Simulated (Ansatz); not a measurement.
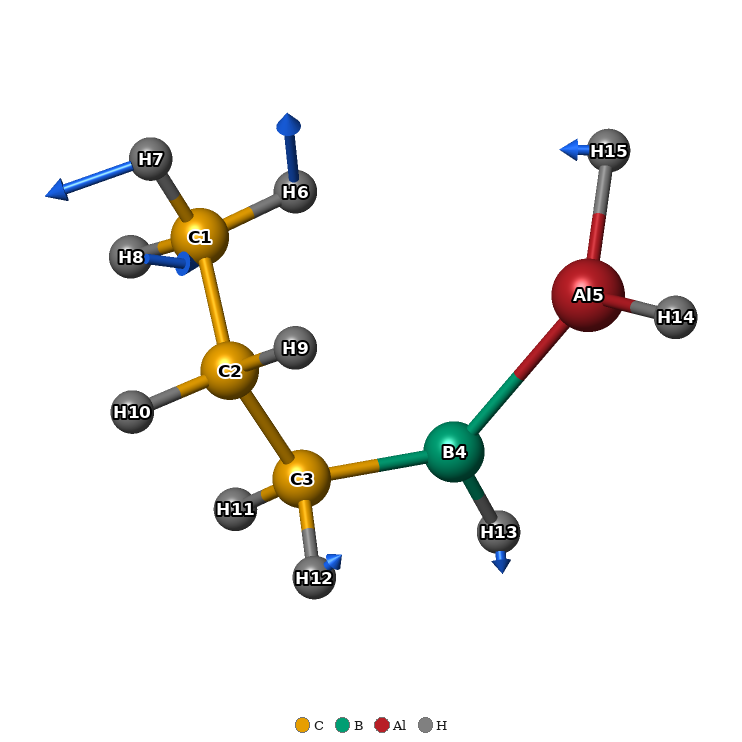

The arrows show one normal mode. Harmonic vibrations computed with RKS PBE0-D4/def2-TZVP (Ansatz 0.2.0) at a stationary point of the same level.

> What kind of motion is it?

A torsion or out-of-plane motion in which bond lengths and bond angles hardly change.

> Estimate its harmonic wavenumber.

234 cm⁻¹; it is mode 5 of 39 counted from the lowest.
